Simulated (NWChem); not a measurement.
Energy and gradient calculation of C₂H₁₀BNSi (part 2 of 2)

Continued. System: C₂H₁₀BNSi, SMILES BN([SiH3])CC. Method: HF/def2-SVP, RHF (NWChem 7.3.0). The geometry comes from this level: PBE0-D4/def2-TZVP.

Geometry of the input (Å):
```
B  0.9785  1.6117  -0.0414
N  0.5654  0.2847  0.0891
Si 0.9145  -0.6716  1.5119
C  -0.1782  -0.3831  -0.9843
C  -1.6804  -0.2684  -0.8091
H  0.7418  2.1989  -1.0612
H  1.5633  2.1401  0.8598
H  1.7559  -1.8368  1.1248
H  1.6160  0.1730  2.5032
H  -0.3433  -1.2107  2.0969
H  0.1219  0.0618  -1.9358
H  0.1138  -1.4394  -1.0243
H  -2.2018  -0.7887  -1.6161
H  -2.0046  -0.7028  0.1392
H  -1.9848  0.7804  -0.8232
```

What the program printed, continued:
```
 Vector   18  Occ=2.000000D+00  E=-5.442708D-01
              MO Center= -2.2D-01,  5.7D-01, -6.6D-03, r^2= 4.8D+00
   Bfn.  Coefficient  Atom+Function         Bfn.  Coefficient  Atom+Function
  ----- ------------  ---------------      ----- ------------  ---------------
    65      0.268076   5 C  py              120      0.251691  15 H  s
    19      0.238310   2 N  py                5     -0.218006   1 B  py
    80      0.196216   7 H  s

 Vector   19  Occ=2.000000D+00  E=-5.273789D-01
              MO Center= -9.8D-01, -3.2D-02, -7.2D-01, r^2= 3.7D+00
   Bfn.  Coefficient  Atom+Function         Bfn.  Coefficient  Atom+Function
  ----- ------------  ---------------      ----- ------------  ---------------
    66      0.309959   5 C  pz              110     -0.276683  13 H  s
   115      0.209838  14 H  s                69      0.152846   5 C  pz

 Vector   20  Occ=2.000000D+00  E=-4.947761D-01
              MO Center=  5.4D-01, -7.5D-01,  5.2D-01, r^2= 4.4D+00
   Bfn.  Coefficient  Atom+Function         Bfn.  Coefficient  Atom+Function
  ----- ------------  ---------------      ----- ------------  ---------------
    85      0.284016   8 H  s                36      0.189937   3 Si px
   100     -0.186036  11 H  s                95     -0.177392  10 H  s
    86      0.168415   8 H  s

 Vector   21  Occ=2.000000D+00  E=-4.874198D-01
              MO Center=  4.6D-01, -2.9D-01,  1.2D+00, r^2= 4.4D+00
   Bfn.  Coefficient  Atom+Function         Bfn.  Coefficient  Atom+Function
  ----- ------------  ---------------      ----- ------------  ---------------
    90      0.268777   9 H  s                95     -0.254838  10 H  s
    36      0.186457   3 Si px               91      0.160245   9 H  s
    51      0.157524   4 C  py              105     -0.152118  12 H  s

 Vector   22  Occ=2.000000D+00  E=-4.782910D-01
              MO Center=  4.2D-01, -3.4D-01,  4.3D-01, r^2= 5.1D+00
   Bfn.  Coefficient  Atom+Function         Bfn.  Coefficient  Atom+Function
  ----- ------------  ---------------      ----- ------------  ---------------
    90      0.248593   9 H  s               105      0.203888  12 H  s
    38      0.189759   3 Si pz              100     -0.184318  11 H  s
    51     -0.181246   4 C  py               85     -0.171383   8 H  s

 Vector   23  Occ=2.000000D+00  E=-4.494312D-01
              MO Center=  9.0D-01,  1.3D+00,  8.6D-02, r^2= 3.5D+00
   Bfn.  Coefficient  Atom+Function         Bfn.  Coefficient  Atom+Function
  ----- ------------  ---------------      ----- ------------  ---------------
     6      0.312216   1 B  pz               75      0.294372   6 H  s
    80     -0.277016   7 H  s                20     -0.183864   2 N  pz
    76      0.163985   6 H  s                81     -0.154222   7 H  s

 Vector   24  Occ=2.000000D+00  E=-4.019020D-01
              MO Center=  4.1D-01, -2.0D-02,  2.0D-01, r^2= 3.0D+00
   Bfn.  Coefficient  Atom+Function         Bfn.  Coefficient  Atom+Function
  ----- ------------  ---------------      ----- ------------  ---------------
    18      0.380288   2 N  px               21     -0.363835   2 N  px
    20     -0.178922   2 N  pz               64     -0.178487   5 C  px
    96     -0.155914  10 H  s                95     -0.155105  10 H  s
    23      0.153524   2 N  pz               85      0.154159   8 H  s

 Vector   25  Occ=0.000000D+00  E= 1.339505D-01
              MO Center=  9.0D-01,  1.5D+00, -1.3D-01, r^2= 3.5D+00
   Bfn.  Coefficient  Atom+Function         Bfn.  Coefficient  Atom+Function
  ----- ------------  ---------------      ----- ------------  ---------------
     7      0.710159   1 B  px               49     -0.338939   4 C  s
    21     -0.329777   2 N  px                9     -0.316887   1 B  pz
   101      0.299864  11 H  s                 4     -0.283881   1 B  px
     8     -0.285235   1 B  py              121     -0.197189  15 H  s
    18      0.175003   2 N  px               68      0.164649   5 C  py

 Vector   26  Occ=0.000000D+00  E= 1.588788D-01
              MO Center=  3.1D-01, -8.3D-01,  8.7D-01, r^2= 6.7D+00
   Bfn.  Coefficient  Atom+Function         Bfn.  Coefficient  Atom+Function
  ----- ------------  ---------------      ----- ------------  ---------------
    49      1.063868   4 C  s                41      1.004363   3 Si pz
    63      0.906923   5 C  s               106     -0.727445  12 H  s
    17      0.632353   2 N  s                91     -0.602780   9 H  s
   116     -0.566984  14 H  s                32      0.463559   3 Si s
   111     -0.444316  13 H  s                40     -0.434104   3 Si py

 Vector   27  Occ=0.000000D+00  E= 1.918175D-01
              MO Center=  1.7D-01, -4.5D-01,  5.5D-01, r^2= 8.0D+00
   Bfn.  Coefficient  Atom+Function         Bfn.  Coefficient  Atom+Function
  ----- ------------  ---------------      ----- ------------  ---------------
    63      1.418961   5 C  s                40      1.392803   3 Si py
    86      0.925592   8 H  s               101     -0.837531  11 H  s
    17     -0.671741   2 N  s                49      0.657494   4 C  s
    91     -0.656467   9 H  s               121     -0.645500  15 H  s
   111     -0.637887  13 H  s               116     -0.423580  14 H  s

 Vector   28  Occ=0.000000D+00  E= 1.974154D-01
              MO Center=  2.4D-01, -6.6D-01,  8.9D-01, r^2= 7.6D+00
   Bfn.  Coefficient  Atom+Function         Bfn.  Coefficient  Atom+Function
  ----- ------------  ---------------      ----- ------------  ---------------
    63      1.751703   5 C  s                39     -1.358839   3 Si px
    96     -1.081271  10 H  s                91      0.976121   9 H  s
    49     -0.757211   4 C  s               111     -0.758657  13 H  s
   116     -0.748448  14 H  s                40     -0.617708   3 Si py
   121     -0.561749  15 H  s               106      0.420863  12 H  s

 Vector   29  Occ=0.000000D+00  E= 2.122494D-01
              MO Center=  3.7D-02, -3.9D-01,  5.3D-01, r^2= 8.5D+00
   Bfn.  Coefficient  Atom+Function         Bfn.  Coefficient  Atom+Function
  ----- ------------  ---------------      ----- ------------  ---------------
    41      1.068547   3 Si pz               49     -1.038501   4 C  s
    86      0.969895   8 H  s                63     -0.925691   5 C  s
   111      0.913991  13 H  s                96     -0.753818  10 H  s
    39     -0.746081   3 Si px               91     -0.648784   9 H  s
   121      0.640897  15 H  s               101      0.607893  11 H  s

 Vector   30  Occ=0.000000D+00  E= 2.383238D-01
              MO Center=  6.9D-02, -4.2D-01,  1.9D-01, r^2= 7.9D+00
   Bfn.  Coefficient  Atom+Function         Bfn.  Coefficient  Atom+Function
  ----- ------------  ---------------      ----- ------------  ---------------
    32      1.223517   3 Si s               116     -1.163633  14 H  s
   101      1.017523  11 H  s                17     -0.887532   2 N  s
    86     -0.891884   8 H  s                63      0.793328   5 C  s
    49     -0.655999   4 C  s                91     -0.600863   9 H  s
   106     -0.578159  12 H  s                31      0.467980   3 Si s

 Vector   31  Occ=0.000000D+00  E= 2.430006D-01
              MO Center= -4.6D-01, -6.3D-01, -5.2D-01, r^2= 7.5D+00
   Bfn.  Coefficient  Atom+Function         Bfn.  Coefficient  Atom+Function
  ----- ------------  ---------------      ----- ------------  ---------------
    49      2.577036   4 C  s                63     -2.130214   5 C  s
   106     -1.727375  12 H  s               121      1.320495  15 H  s
   116      0.744089  14 H  s                39     -0.678079   3 Si px
    91      0.579933   9 H  s               101     -0.511335  11 H  s
    96     -0.489757  10 H  s                54     -0.451927   4 C  py

 Vector   32  Occ=0.000000D+00  E= 2.487718D-01
              MO Center=  1.0D-01, -2.6D-01, -4.3D-01, r^2= 9.2D+00
   Bfn.  Coefficient  Atom+Function         Bfn.  Coefficient  Atom+Function
  ----- ------------  ---------------      ----- ------------  ---------------
   101     -1.363039  11 H  s                63     -1.260146   5 C  s
    32      1.248112   3 Si s               111      1.056571  13 H  s
    49      1.033736   4 C  s                76     -0.956203   6 H  s
    96     -0.896755  10 H  s                86     -0.827367   8 H  s
     3      0.815280   1 B  s                55     -0.624119   4 C  pz

 Vector   33  Occ=0.000000D+00  E= 2.722067D-01
              MO Center= -6.6D-01,  2.6D-01, -9.1D-01, r^2= 9.1D+00
   Bfn.  Coefficient  Atom+Function         Bfn.  Coefficient  Atom+Function
  ----- ------------  ---------------      ----- ------------  ---------------
     3      2.244259   1 B  s               111     -1.571317  13 H  s
    76     -1.516640   6 H  s                49     -1.450750   4 C  s
    63      0.941809   5 C  s               121      0.869763  15 H  s
    68     -0.798143   5 C  py               81     -0.790791   7 H  s
    32      0.786840   3 Si s               106      0.764765  12 H  s

 Vector   34  Occ=0.000000D+00  E= 2.847626D-01
              MO Center=  1.5D-01,  6.1D-01, -3.3D-01, r^2= 8.3D+00
   Bfn.  Coefficient  Atom+Function         Bfn.  Coefficient  Atom+Function
  ----- ------------  ---------------      ----- ------------  ---------------
     3      2.555273   1 B  s                76     -1.743305   6 H  s
   106     -1.233448  12 H  s                81     -1.040898   7 H  s
   121     -1.045235  15 H  s                54     -1.005515   4 C  py
    63      0.955189   5 C  s                 8      0.748342   1 B  py
    91      0.751380   9 H  s                68      0.734655   5 C  py

 Vector   35  Occ=0.000000D+00  E= 2.969965D-01
              MO Center= -8.0D-01, -2.7D-01,  1.9D-01, r^2= 8.1D+00
   Bfn.  Coefficient  Atom+Function         Bfn.  Coefficient  Atom+Function
  ----- ------------  ---------------      ----- ------------  ---------------
   116      1.742820  14 H  s                32      1.108262   3 Si s
   101      1.099562  11 H  s               121     -1.035385  15 H  s
    69     -1.020062   5 C  pz               91     -0.923561   9 H  s
    68      0.747670   5 C  py               49     -0.641006   4 C  s
    96     -0.615709  10 H  s                55      0.581867   4 C  pz

 Vector   36  Occ=0.000000D+00  E= 3.080534D-01
              MO Center=  8.2D-01,  1.0D+00,  2.4D-01, r^2= 7.9D+00
   Bfn.  Coefficient  Atom+Function         Bfn.  Coefficient  Atom+Function
  ----- ------------  ---------------      ----- ------------  ---------------
     8      1.636353   1 B  py               17      1.545571   2 N  s
     3     -1.265506   1 B  s                40      0.907288   3 Si py
   101      0.805695  11 H  s                 9     -0.787273   1 B  pz
    49     -0.673112   4 C  s                76     -0.611819   6 H  s
    81      0.591203   7 H  s               116     -0.503676  14 H  s

 Vector   37  Occ=0.000000D+00  E= 3.316582D-01
              MO Center=  9.0D-01,  1.7D+00, -1.8D-01, r^2= 5.6D+00
   Bfn.  Coefficient  Atom+Function         Bfn.  Coefficient  Atom+Function
  ----- ------------  ---------------      ----- ------------  ---------------
    81      2.815809   7 H  s                 9     -2.181024   1 B  pz
    76     -1.751074   6 H  s                 7     -1.264181   1 B  px
    49     -1.026384   4 C  s                 8     -0.896450   1 B  py
    55     -0.740259   4 C  pz                3     -0.645977   1 B  s
    54     -0.625986   4 C  py               63      0.425381   5 C  s

 Vector   38  Occ=0.000000D+00  E= 3.659018D-01
              MO Center=  1.1D+00,  1.4D+00,  5.6D-01, r^2= 6.7D+00
   Bfn.  Coefficient  Atom+Function         Bfn.  Coefficient  Atom+Function
  ----- ------------  ---------------      ----- ------------  ---------------
    32      2.515073   3 Si s                81      1.335813   7 H  s
     2     -1.097983   1 B  s                86     -0.864034   8 H  s
    96     -0.828255  10 H  s                31     -0.627981   3 Si s
    63      0.594764   5 C  s                 9     -0.517830   1 B  pz
    53      0.510005   4 C  px               67      0.454633   5 C  px

 Vector   39  Occ=0.000000D+00  E= 4.006795D-01
              MO Center=  2.4D-01,  2.1D-01, -4.8D-01, r^2= 6.4D+00
   Bfn.  Coefficient  Atom+Function         Bfn.  Coefficient  Atom+Function
  ----- ------------  ---------------      ----- ------------  ---------------
    49      2.533373   4 C  s                 9     -2.040416   1 B  pz
    76     -2.044071   6 H  s                55      1.616416   4 C  pz
    81      1.398186   7 H  s                17     -1.351558   2 N  s
    63     -1.085381   5 C  s                23      0.950518   2 N  pz
     8      0.767032   1 B  py               54      0.724623   4 C  py

 Vector   40  Occ=0.000000D+00  E= 4.044375D-01
              MO Center= -5.8D-01, -6.3D-02, -3.6D-01, r^2= 6.2D+00
   Bfn.  Coefficient  Atom+Function         Bfn.  Coefficient  Atom+Function
  ----- ------------  ---------------      ----- ------------  ---------------
    63      2.229413   5 C  s                67      2.100200   5 C  px
    53      2.079797   4 C  px               49     -1.972037   4 C  s
    32     -1.302501   3 Si s                 3     -0.772606   1 B  s
    31      0.543704   3 Si s               101     -0.510672  11 H  s
    96      0.481084  10 H  s                 9     -0.467297   1 B  pz

 Vector   41  Occ=0.000000D+00  E= 4.344766D-01
              MO Center=  7.3D-01, -9.3D-03,  8.5D-01, r^2= 6.8D+00
   Bfn.  Coefficient  Atom+Function         Bfn.  Coefficient  Atom+Function
  ----- ------------  ---------------      ----- ------------  ---------------
    32      5.011949   3 Si s                 3     -2.713690   1 B  s
    31     -1.634394   3 Si s                86     -1.078930   8 H  s
    91     -0.985636   9 H  s                 8      0.960923   1 B  py
    96     -0.924936  10 H  s                 2      0.800402   1 B  s
    63      0.497210   5 C  s               116     -0.497893  14 H  s

 Vector   42  Occ=0.000000D+00  E= 4.756462D-01
              MO Center=  6.2D-01, -8.7D-01,  1.3D+00, r^2= 5.9D+00
   Bfn.  Coefficient  Atom+Function         Bfn.  Coefficient  Atom+Function
  ----- ------------  ---------------      ----- ------------  ---------------
    96      0.936741  10 H  s                86     -0.785650   8 H  s
    36      0.615313   3 Si px              116     -0.566016  14 H  s
    85      0.350442   8 H  s                95     -0.351918  10 H  s
   106      0.337469  12 H  s                38     -0.292811   3 Si pz
     4     -0.277050   1 B  px                6      0.248262   1 B  pz

 Vector   43  Occ=0.000000D+00  E= 4.918116D-01
              MO Center=  7.9D-01,  2.3D-01,  6.2D-01, r^2= 6.7D+00
   Bfn.  Coefficient  Atom+Function         Bfn.  Coefficient  Atom+Function
  ----- ------------  ---------------      ----- ------------  ---------------
     9      1.613792   1 B  pz                7      0.743582   1 B  px
    40     -0.668663   3 Si py               49     -0.601527   4 C  s
    76      0.585132   6 H  s               101      0.548954  11 H  s
    37      0.469974   3 Si py               91     -0.463654   9 H  s
   121      0.457850  15 H  s                67      0.444230   5 C  px

 Vector   44  Occ=0.000000D+00  E= 5.130771D-01
              MO Center=  6.6D-01,  2.8D-02,  7.9D-01, r^2= 7.2D+00
   Bfn.  Coefficient  Atom+Function         Bfn.  Coefficient  Atom+Function
  ----- ------------  ---------------      ----- ------------  ---------------
    91      0.967186   9 H  s                53      0.714148   4 C  px
    81     -0.713453   7 H  s                 7      0.673911   1 B  px
    49     -0.570422   4 C  s                 9      0.556146   1 B  pz
    32     -0.540154   3 Si s               101      0.524772  11 H  s
   121      0.504593  15 H  s               106      0.479408  12 H  s

 center of mass
 --------------
 x =   0.46327439 y =  -0.11950322 z =   0.47390479

 moments of inertia (a.u.)
 ------------------
         582.130473868578         -49.752295324530        -223.220008713717
         -49.752295324530         676.412921886535          82.394767878380
        -223.220008713717          82.394767878380         543.207071994571

  Mulliken analysis of the total density
  --------------------------------------

    Atom       Charge   Shell Charges
 -----------   ------   -------------------------------------------------------
    1 B    5     4.74   1.99  0.75  0.11  1.47  0.32  0.09
    2 N    7     7.66   1.99  0.95  0.57  2.43  1.70  0.02
    3 Si  14    13.23   2.00  1.99  0.91  0.13  5.94  1.19  0.78  0.28
    4 C    6     5.85   1.99  0.87  0.18  2.01  0.74  0.06
    5 C    6     6.04   1.99  0.86  0.21  2.05  0.90  0.04
    6 H    1     1.11   0.76  0.34  0.01
    7 H    1     1.10   0.76  0.32  0.01
    8 H    1     1.16   0.75  0.40  0.01
    9 H    1     1.14   0.75  0.38  0.01
   10 H    1     1.16   0.75  0.40  0.01
   11 H    1     0.96   0.77  0.17  0.02
   12 H    1     0.97   0.77  0.18  0.02
   13 H    1     0.97   0.76  0.18  0.03
   14 H    1     0.96   0.76  0.18  0.03
   15 H    1     0.96   0.76  0.18  0.03

       Multipole analysis of the density wrt the origin
       ------------------------------------------------

     L   x y z        total         open         nuclear
     -   - - -        -----         ----         -------
     0   0 0 0     -0.000000      0.000000     48.000000

     1   1 0 0     -0.276441      0.000000     18.670305
     1   0 1 0     -0.410193      0.000000     -7.340074
     1   0 0 1     -0.182803      0.000000     20.949882

     2   2 0 0    -32.140539      0.000000    205.359963
     2   1 1 0     -0.817150      0.000000     26.483626
     2   1 0 1      0.218522      0.000000    139.753391
     2   0 2 0    -33.581905      0.000000    140.229210
     2   0 1 1      0.424972      0.000000    -48.502413
     2   0 0 2    -31.220047      0.000000    227.497407

                              NWChem Gradients Module
                              -----------------------

  wavefunction    =   RHF

                         RHF ENERGY GRADIENTS

    atom               coordinates                        gradient
                 x          y          z           x          y          z
   1 B       1.849097   3.045672  -0.078235   -0.000114  -0.002371   0.001589
   2 N       1.068451   0.538005   0.168375    0.001724   0.005037   0.000450
   3 Si      1.728155  -1.269140   2.857077   -0.001937   0.002925  -0.004937
   4 C      -0.336749  -0.723954  -1.860057   -0.003909  -0.001378   0.002115
   5 C      -3.175496  -0.507202  -1.528977    0.003760   0.000115   0.000686
   6 H       1.401799   4.155319  -2.005377   -0.000448  -0.002519   0.000796
   7 H       2.954209   4.044203   1.624787   -0.001130  -0.002405  -0.000389
   8 H       3.318170  -3.471049   2.125564    0.000821  -0.001349  -0.001526
   9 H       3.053797   0.326923   4.730362    0.000875   0.002223   0.000636
  10 H      -0.648743  -2.287891   3.962567   -0.002306  -0.000595   0.000138
  11 H       0.230358   0.116785  -3.658132    0.001130   0.002177  -0.001061
  12 H       0.215051  -2.720072  -1.935646    0.000734  -0.001875   0.000653
  13 H      -4.160799  -1.490427  -3.053986    0.000144  -0.000350  -0.000326
  14 H      -3.788145  -1.328100   0.263050    0.000258  -0.000466   0.001136
  15 H      -3.750728   1.474742  -1.555623    0.000400   0.000832   0.000041

                 ----------------------------------------
                 |  Time  |  1-e(secs)   |  2-e(secs)   |
                 ----------------------------------------
                 |  CPU   |       0.01   |       5.08   |
                 ----------------------------------------
                 |  WALL  |       0.01   |       5.08   |
                 ----------------------------------------

 Task  times  cpu:       26.7s     wall:       26.7s
 Total times  cpu:       26.7s     wall:       26.7s
```

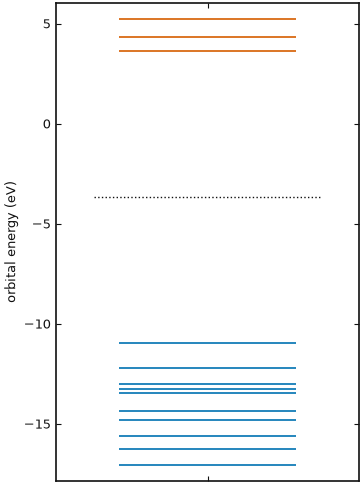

Orbital energies near the frontier; the dotted line parts filled from empty levels, and levels within 0.02 eV of each other stand side by side. Highest filled −10.94 eV, lowest empty 3.65 eV, 14.59 eV apart.

Results in brief:

- outcome: converged
- total energy: −449.459453 hartree
- basis functions: 124
- largest force: 0.311 eV/Å
- HOMO: −10.94 eV
- LUMO: 3.65 eV
- dipole moment: 1.34 D
- hardware: 1 thread of Intel Xeon (Granite Rapids), 64 GiB of memory available, shared host
- wall time: 27 s
- peak memory: 0.1 GiB
